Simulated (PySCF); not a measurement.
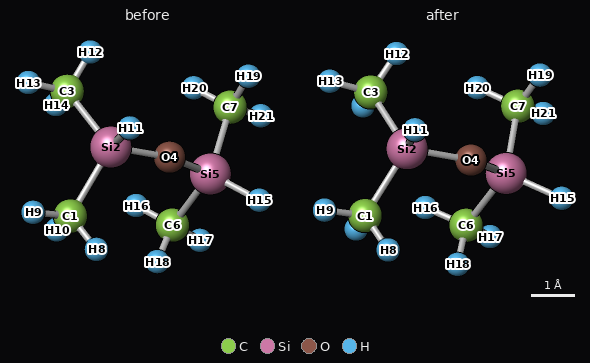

The structure of C4H14OSi2 before (left) and after (right) a relaxation, at one scale.

Style: ball-and-stick. Shown from a free direction.

The start comes from GFN2-xTB.

All numbers below come from PySCF, PBE0-D3(BJ)/def2-SVP geometry optimisation, gas phase. 

### Summarise the run.

Over 16 geometry steps the energy falls by 0.178 eV. Largest force component: 1.2 eV/Å at the start, 0.01 eV/Å at the end. The atom that moves furthest after the best rigid fit is H20 (0.33 Å). By element the largest moves are H 0.33 Å, O 0.25 Å, C 0.22 Å, Si 0.05 Å. Near-neighbour distances that change, for instance: O4–Si5 1.628 → 1.663 Å, Si2–H11 1.467 → 1.494 Å, C1–Si2 1.901 → 1.873 Å, Si5–C6 1.901 → 1.876 Å. Bond angles that change, for instance: Si2–O4–Si5 157.6° → 143.8°, O4–Si2–H11 103.2° → 107.0°, O4–Si5–H15 103.6° → 107.1°.
